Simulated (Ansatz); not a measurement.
## Fields on a plane of Zr (hcp, Mg type)

```yaml
crystal:
  lattice:
    - [3.18422, 0.00000, 0.00000]
    - [-1.59211, 2.75761, 0.00000]
    - [0.00000, 0.00000, 5.11671]
  atoms:
    - { symbol: Zr, position: [0.33333, 0.66667, 0.75000] }
    - { symbol: Zr, position: [0.66667, 0.33333, 0.25000] }
```

The slice is a (1 -1 0 0) plane (indices of the conventional cell) through the point (0.333, 0.667, 0.750) (fractional), spanned by u = [110] and v = [001] in vectors of this cell: u (3.18 Å) and v (5.12 Å, at 90° to u). It covers one period; positions are fractions (u, v).

Atoms on it: Zr at (0.00, 0.00). Other atoms lie within 1 Å of the plane.

Level of theory: PBEsol (plane waves to 420 eV, PAW, scalar-relativistic; Ansatz, a quantum-chemistry and plane-wave program). k mesh 17×17×9. Inside the PAW spheres the values are not all-electron values, and peaks at nuclei hang on which shells count as valence. Zr is run without spin polarisation. Zr was relaxed with its symmetry unable to fall.

```
v \ u  0.00  0.13  0.27  0.40  0.53  0.67  0.80  0.93
-----  ----  ----  ----  ----  ----  ----  ----  ----
0.88    0.4   0.2  -0.4  -0.7  -0.8  -0.6   0.0   0.4
0.75   -0.6  -0.7  -0.8  -0.8  -0.8  -0.8  -0.7  -0.6
0.62   -0.7  -0.7  -0.7  -0.5  -0.5  -0.6  -0.7  -0.7
0.50   -0.7  -0.7  -0.5  -0.2  -0.1  -0.4  -0.6  -0.7
0.38   -0.7  -0.7  -0.7  -0.5  -0.5  -0.6  -0.7  -0.7
0.25   -0.6  -0.7  -0.8  -0.8  -0.8  -0.8  -0.7  -0.6
0.12    0.4   0.2  -0.4  -0.7  -0.8  -0.6   0.0   0.4
0.00    0.4   0.6   0.1  -0.6  -0.7  -0.4   0.4   0.6
```

Values: log₁₀ of the valence density in e/Å³. The scale is logarithmic, as a density can span decades between atoms and voids.

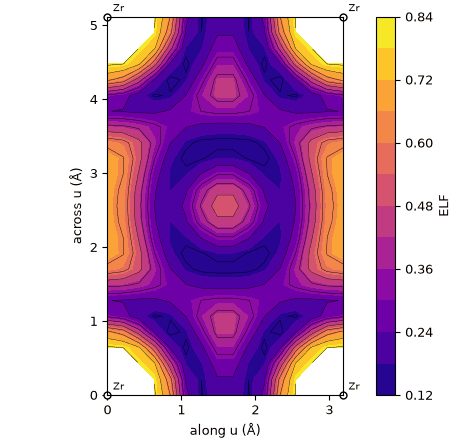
Electron localisation function (ELF), one period of the plane, atoms marked. Points within 0.5 Å of a nucleus are left white, as the pseudised field means little there.

| Property | Value |
|---|---|
| Density on the Zr–Zr line (3.18 Å) at its midpoint | 0.18 e/Å³ |
| ELF at that point | 0.2 |
